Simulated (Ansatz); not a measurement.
GaPNH₆Cl: molecular dynamics (part 4 of 4)

GaPNH₆Cl; RHF/def2-SVP (Ansatz 0.2.0). It belongs to a series of runs on one base structure; here: dynamics from the highest image of the converged band.

Geometry of the input (Å):
```
Ga 0.0879  0.3965  -0.1738
Cl 0.3952  -0.3041  2.2255
N  1.5770  -0.1711  -1.0452
H  2.5078  -0.0457  -0.7000
H  1.5767  -0.3556  -2.0290
H  -1.4015  0.1590  -0.5377
P  0.3184  2.7212  0.7273
H  -0.6128  3.0711  1.7198
H  1.5205  2.9990  1.4006
H  0.3925  1.1553  1.7478
```

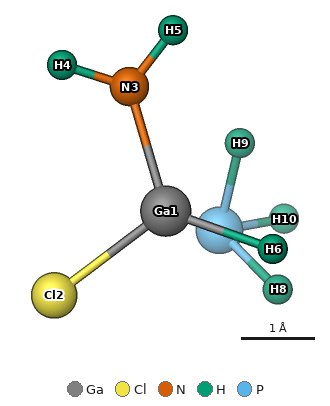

Fig. 1: The geometry at step 144 of the log (ball-and-stick view, seen at a tilt; atoms are numbered from 1 in the order of the input).

## Trajectory as extended XYZ, continued
```
10
Properties=species:S:1:pos:R:3:forces:R:3 step=112 time_fs=56.0 energy=-75672.93355 temperature=1890.8
Ga    0.0285    0.2063   -0.0929    0.5907  -0.6608  -0.8097
Cl    0.3594   -0.3924    1.9311   -0.3416  -0.5562   0.8522
N     1.6787   -0.0058   -0.8872   -0.0820  -0.3295  -0.0489
H     2.3216   -0.7151   -0.5669   -0.3115   0.3269   0.4355
H     1.9342    0.1791   -1.8287   -0.2641   0.2968  -0.5637
H    -1.3859    0.3674   -0.8026    0.5090   0.2546   0.3596
P     0.4493    3.0417    0.9139    0.0000   3.1718  -0.9943
H    -0.8755    3.4992    0.4965    0.8595  -0.2121   0.4510
H     1.0386    3.3968   -0.3720   -0.3150  -0.3837   0.7701
H     0.8829    4.3729    1.5051   -0.6450  -1.9078  -0.4520
10
Properties=species:S:1:pos:R:3:forces:R:3 step=116 time_fs=58.0 energy=-75672.96503 temperature=1919.3
Ga    0.0304    0.1938   -0.0808    0.0941  -0.4667  -1.6677
Cl    0.3512   -0.3976    1.9049   -0.2491  -0.7244   1.5515
N     1.6799    0.0019   -0.8854    0.1824  -0.7441   0.2360
H     2.3313   -0.7281   -0.5772   -0.7416   0.8772   0.0700
H     1.8931    0.2068   -1.8326   -0.1041   0.1841  -0.5481
H    -1.4134    0.3545   -0.8085    0.9025   0.2167   0.5407
P     0.4608    3.0789    0.9232   -0.7967  -0.1754  -2.0421
H    -0.8633    3.4274    0.4713    0.4136  -0.0927   0.4486
H     0.9821    3.3083   -0.4112   -0.0350  -0.1765   0.7604
H     0.7757    4.3266    1.3654    0.3339   1.1020   0.6508
10
Properties=species:S:1:pos:R:3:forces:R:3 step=120 time_fs=60.0 energy=-75672.64890 temperature=1619.0
Ga    0.0323    0.1812   -0.0697   -0.0140  -0.2711  -2.4141
Cl    0.3427   -0.4037    1.8804   -0.1334  -0.9079   2.3291
N     1.6814    0.0078   -0.8832   -0.5534   0.2991  -0.8857
H     2.3163   -0.7113   -0.5834   -0.0385   0.2309   0.1359
H     1.8476    0.2406   -1.8541   -0.0617  -0.2117   0.4602
H    -1.4076    0.3501   -0.7944    0.8589   0.2192   0.5003
P     0.4714    3.1157    0.9299   -0.9907  -3.8444  -2.1423
H    -0.8363    3.3519    0.4628   -0.3673  -0.0110   0.3264
H     0.9246    3.2132   -0.4223    0.3365   0.0672   0.4290
H     0.6805    4.3257    1.2495    0.9636   4.4296   1.2610
10
Properties=species:S:1:pos:R:3:forces:R:3 step=124 time_fs=62.0 energy=-75672.79505 temperature=1755.3
Ga    0.0342    0.1684   -0.0599    0.2656  -0.0994  -3.0030
Cl    0.3341   -0.4107    1.8585    0.0005  -1.0951   3.1429
N     1.6812    0.0146   -0.8833   -1.6155   1.3297  -1.2922
H     2.3005   -0.6865   -0.5840    0.8306  -0.6028   0.2888
H     1.8004    0.2669   -1.8606    0.1599  -0.4216   0.6803
H    -1.3702    0.3541   -0.7618    0.3839   0.2697   0.2442
P     0.4809    3.1484    0.9343   -0.2066  -1.2188  -0.5086
H    -0.8224    3.2757    0.4671   -0.8498   0.0075   0.2791
H     0.8797    3.1205   -0.4173    0.6254   0.2770   0.0133
H     0.6179    4.4715    1.1756    0.4060   1.5538   0.1552
10
Properties=species:S:1:pos:R:3:forces:R:3 step=128 time_fs=64.0 energy=-75672.65767 temperature=1623.8
Ga    0.0363    0.1555   -0.0517    0.8091   0.0465  -3.3988
Cl    0.3255   -0.4189    1.8400    0.1396  -1.2821   3.9303
N     1.6769    0.0246   -0.8865   -1.3220   0.4917   0.0854
H     2.3118   -0.6795   -0.5755    0.3360   0.0359  -0.1148
H     1.7594    0.2784   -1.8452    0.4414  -0.2496  -0.3353
H    -1.3191    0.3687   -0.7203   -0.4095   0.3688  -0.1655
P     0.4900    3.1797    0.9378   -0.2400   1.9190   0.1980
H    -0.8384    3.1999    0.4827   -0.5051   0.0559   0.4327
H     0.8580    3.0382   -0.4108    0.6817   0.4355  -0.1180
H     0.5720    4.6772    1.1097    0.0687  -1.8216  -0.5138
10
Properties=species:S:1:pos:R:3:forces:R:3 step=132 time_fs=66.0 energy=-75672.30560 temperature=1286.0
Ga    0.0388    0.1426   -0.0454    1.1452   0.2189  -3.7472
Cl    0.3171   -0.4284    1.8257    0.2599  -1.4579   4.6076
N     1.6691    0.0359   -0.8896   -0.4931  -0.5103   0.9862
H     2.3352   -0.6708   -0.5714   -0.4318   0.8497  -0.5079
H     1.7348    0.2802   -1.8412    0.5211  -0.1085  -0.8992
H    -1.2832    0.3973   -0.6849   -1.0279   0.4548  -0.4832
P     0.4987    3.2131    0.9415   -0.7868   2.7669  -0.1192
H    -0.8724    3.1266    0.5149    0.2849   0.1972   0.5947
H     0.8617    2.9726   -0.4077    0.5104   0.5731   0.1199
H     0.5295    4.8201    1.0260    0.0180  -2.9838  -0.5518
10
Properties=species:S:1:pos:R:3:forces:R:3 step=136 time_fs=68.0 energy=-75672.32790 temperature=1307.1
Ga    0.0419    0.1299   -0.0412    0.7110   0.5286  -4.2464
Cl    0.3089   -0.4396    1.8164    0.3342  -1.5972   5.0828
N     1.6598    0.0461   -0.8905   -0.3565  -0.0870  -0.3607
H     2.3453   -0.6334   -0.5847   -0.1947   0.5159  -0.2701
H     1.7292    0.2767   -1.8661    0.3293  -0.2623   0.1425
H    -1.2842    0.4429   -0.6668   -0.8602   0.3825  -0.4206
P     0.5065    3.2498    0.9451   -1.0954   2.4457  -0.5408
H    -0.8963    3.0609    0.5693    0.8430   0.3702   0.5723
H     0.8847    2.9288   -0.3998    0.2542   0.6591   0.4125
H     0.4879    4.8522    0.9218    0.0351  -2.9555  -0.3714
10
Properties=species:S:1:pos:R:3:forces:R:3 step=140 time_fs=70.0 energy=-75672.64859 temperature=1615.1
Ga    0.0454    0.1175   -0.0393   -0.2749   0.9642  -4.7282
Cl    0.3011   -0.4525    1.8127    0.3534  -1.6662   5.2783
N     1.6493    0.0562   -0.8924   -0.7203   0.6944  -1.7097
H     2.3502   -0.5781   -0.6071    0.6425  -0.3678   0.3232
H     1.7360    0.2639   -1.8869    0.0453  -0.2259   0.8237
H    -1.3162    0.5025   -0.6639   -0.0852   0.1143  -0.0796
P     0.5130    3.2895    0.9480   -0.8906   1.1197  -0.5493
H    -0.8895    3.0091    0.6450    0.8707   0.4432   0.3649
H     0.9176    2.9097   -0.3769    0.0467   0.5783   0.4646
H     0.4475    4.7746    0.8034    0.0125  -1.6542  -0.1878
10
Properties=species:S:1:pos:R:3:forces:R:3 step=144 time_fs=72.0 energy=-75672.75429 temperature=1716.2
Ga    0.0488    0.1056   -0.0401   -1.1477   1.3444  -4.8534
Cl    0.2937   -0.4672    1.8147    0.3302  -1.6403   5.1606
N     1.6371    0.0678   -0.8985   -0.0848   0.1485  -1.1702
H     2.3758   -0.5332   -0.6186    0.3702  -0.2143   0.4801
H     1.7448    0.2434   -1.8809   -0.1278   0.1090   0.0500
H    -1.3518    0.5663   -0.6642    0.6205  -0.1994   0.2217
P     0.5184    3.3304    0.9504   -0.0112  -1.8492   0.3386
H    -0.8510    2.9736    0.7344    0.3566   0.2947   0.0671
H     0.9527    2.9119   -0.3372   -0.0372   0.2270   0.2064
H     0.4068    4.6408    0.6763   -0.2689   1.7795  -0.5009
10
Properties=species:S:1:pos:R:3:forces:R:3 step=148 time_fs=74.0 energy=-75672.61552 temperature=1586.7
Ga    0.0515    0.0945   -0.0435   -1.6081   1.5393  -4.5272
Cl    0.2866   -0.4837    1.8222    0.2852  -1.5206   4.7535
N     1.6249    0.0798   -0.9078    1.1925  -0.8742   0.0121
H     2.4130   -0.4948   -0.6131   -0.6743   0.4996   0.2331
H     1.7493    0.2269   -1.8739   -0.1648   0.3623  -0.9456
H    -1.3648    0.6228   -0.6566    0.9283  -0.4206   0.3429
P     0.5239    3.3691    0.9532    1.1458  -2.9862   1.6196
H    -0.7997    2.9487    0.8266   -0.4008  -0.0556  -0.1925
H     0.9867    2.9222   -0.2901   -0.0017  -0.3167  -0.1925
H     0.3551    4.5717    0.5284   -0.7022   3.7727  -1.1033
10
Properties=species:S:1:pos:R:3:forces:R:3 step=152 time_fs=76.0 energy=-75672.90661 temperature=1863.6
Ga    0.0534    0.0841   -0.0494   -1.6206   1.5161  -3.8326
Cl    0.2799   -0.5019    1.8349    0.2339  -1.3346   4.1228
N     1.6157    0.0896   -0.9174    1.5553  -0.8169  -0.5792
H     2.4276   -0.4397   -0.5981   -0.7507   0.4895   0.1390
H     1.7471    0.2229   -1.8973   -0.2666   0.2512  -0.2750
H    -1.3436    0.6636   -0.6364    0.8029  -0.4864   0.2786
P     0.5306    3.4047    0.9577    1.0714   0.7192   0.6895
H    -0.7623    2.9220    0.9117   -0.6842  -0.2808  -0.3289
H     1.0206    2.9209   -0.2495    0.0044  -0.6723  -0.3304
H     0.2793    4.6286    0.3451   -0.3460   0.6151   0.1163
10
Properties=species:S:1:pos:R:3:forces:R:3 step=156 time_fs=78.0 energy=-75672.90774 temperature=1866.3
Ga    0.0544    0.0747   -0.0574   -1.1555   1.2640  -2.8796
Cl    0.2734   -0.5215    1.8521    0.1852  -1.1127   3.3473
N     1.6105    0.0974   -0.9287    0.6669  -0.0751  -1.7364
H     2.4171   -0.3679   -0.5768    0.2716  -0.1204   0.3213
H     1.7350    0.2284   -1.9303   -0.2708   0.0435   0.7456
H    -1.2929    0.6864   -0.6061    0.2525  -0.3579   0.0469
P     0.5386    3.4410    0.9631    0.1395   2.7622  -0.8792
H    -0.7485    2.8859    0.9845   -0.1646  -0.1139  -0.3849
H     1.0542    2.8953   -0.2201   -0.1412  -0.5987  -0.0171
H     0.1908    4.7134    0.1660    0.2164  -1.6911   1.4360
10
Properties=species:S:1:pos:R:3:forces:R:3 step=160 time_fs=80.0 energy=-75672.79969 temperature=1763.1
Ga    0.0547    0.0659   -0.0670   -0.3199   0.8132  -1.7914
Cl    0.2671   -0.5423    1.8730    0.1397  -0.8759   2.5042
N     1.6072    0.1047   -0.9445    0.0409   0.0407  -1.1985
H     2.4151   -0.2991   -0.5441    0.6863  -0.2704   0.2004
H     1.7135    0.2360   -1.9391   -0.0030   0.0015   0.4119
H    -1.2335    0.6961   -0.5743   -0.5961  -0.0522  -0.2836
P     0.5468    3.4805    0.9675   -0.7142   2.6261  -1.8379
H    -0.7404    2.8460    1.0427    0.5344   0.2528  -0.3959
H     1.0822    2.8475   -0.1909   -0.3151  -0.2511   0.4447
H     0.1098    4.7386    0.0393    0.5470  -2.2846   1.9461
10
Properties=species:S:1:pos:R:3:forces:R:3 step=164 time_fs=82.0 energy=-75672.91215 temperature=1872.0
Ga    0.0549    0.0575   -0.0776    0.3569   0.3948  -0.8136
Cl    0.2609   -0.5640    1.8965    0.0925  -0.6363   1.6613
N     1.6043    0.1120   -0.9632    0.5800  -0.5530   0.8375
H     2.4349   -0.2386   -0.5060   -0.2010   0.1649  -0.5599
H     1.6921    0.2442   -1.9351    0.3427   0.1021  -0.7730
H    -1.1963    0.7037   -0.5530   -1.2233   0.1997  -0.5046
P     0.5542    3.5232    0.9696   -1.0946   1.7275  -2.1077
H    -0.7132    2.8155    1.0859    0.8181   0.5073  -0.3174
H     1.0987    2.7902   -0.1454   -0.3401   0.1200   0.6869
H     0.0491    4.6787   -0.0145    0.6688  -2.0270   1.8905
10
Properties=species:S:1:pos:R:3:forces:R:3 step=168 time_fs=84.0 energy=-75673.25507 temperature=2201.1
Ga    0.0552    0.0494   -0.0886    0.2769   0.3339  -0.1895
Cl    0.2549   -0.5865    1.9219    0.0384  -0.4020   0.8694
N     1.6029    0.1180   -0.9800    0.7787  -0.6181   1.0563
H     2.4489   -0.1732   -0.4880   -0.5427   0.2442  -0.9369
H     1.6829    0.2558   -1.9558    0.4334   0.0602  -0.5214
H    -1.2034    0.7176   -0.5501   -1.0371   0.0747  -0.4178
P     0.5602    3.5680    0.9692   -0.7057   0.3333  -1.3008
H    -0.6564    2.8035    1.1175    0.5562   0.4725  -0.0940
H     1.1027    2.7371   -0.0747   -0.1539   0.3442   0.5830
H     0.0129    4.5439    0.0016    0.3558  -0.8429   0.9516
10
Properties=species:S:1:pos:R:3:forces:R:3 step=172 time_fs=86.0 energy=-75673.28279 temperature=2227.4
Ga    0.0557    0.0415   -0.0998   -0.3392   0.5464   0.1519
Cl    0.2489   -0.6094    1.9482   -0.0157  -0.1804   0.1580
N     1.6034    0.1223   -0.9943    0.0036  -0.1502  -0.5861
H     2.4459   -0.0996   -0.5031    0.2893  -0.0725  -0.4419
H     1.6896    0.2694   -1.9932    0.2687  -0.0904   0.7310
H    -1.2483    0.7336   -0.5625   -0.2579  -0.3325  -0.1346
P     0.5655    3.6131    0.9674    0.9440  -1.6626   1.2238
H    -0.5795    2.8085    1.1460   -0.1056   0.1060   0.2977
H     1.1014    2.6964    0.0176    0.1852   0.3591   0.2184
H    -0.0131    4.3807    0.0487   -0.9723   1.4772  -1.6182
10
Properties=species:S:1:pos:R:3:forces:R:3 step=176 time_fs=88.0 energy=-75673.08803 temperature=2043.1
Ga    0.0560    0.0339   -0.1109   -0.8452   0.6993   0.4235
Cl    0.2429   -0.6325    1.9747   -0.0567   0.0210  -0.4566
N     1.6040    0.1261   -1.0100   -0.5510   0.0011  -1.0128
H     2.4535   -0.0283   -0.5349    0.8840  -0.2426   0.1116
H     1.7065    0.2801   -2.0068    0.0622  -0.0545   0.7213
H    -1.3033    0.7371   -0.5803    0.4589  -0.6727   0.1108
P     0.5720    3.6564    0.9670    1.9331  -1.8259   2.5060
H    -0.5065    2.8174    1.1860   -0.6773  -0.2870   0.7242
H     1.1071    2.6692    0.1181    0.5053   0.2575  -0.1806
H    -0.0751    4.2690    0.0370   -1.7134   2.1038  -2.9475
```

## Summary

| quantity | value |
| --- | --- |
| outcome | finished |
| mean temperature over the second half | 1826 K |
| trajectory | 176 steps, 88 fs |
| ensemble | nve |
| temperature in the input | 300.0 K |
| time step | 0.5 fs |
| potential energy (last step) | −75673.0880 eV |
| mean-field energy (last step) | −75673.0880 eV |
| largest force (length of the vector) (last step) | 4.006 eV/Å |
| hardware | 2 threads of Intel Xeon @ 2.50GHz (Skylake/Cascade Lake), 32 GiB of memory available, shared host |
| wall time | 6.9 min (CPU time 13 min) |
| peak memory | 0.29 GiB |

## Notes

So short a trajectory is not equilibrated.
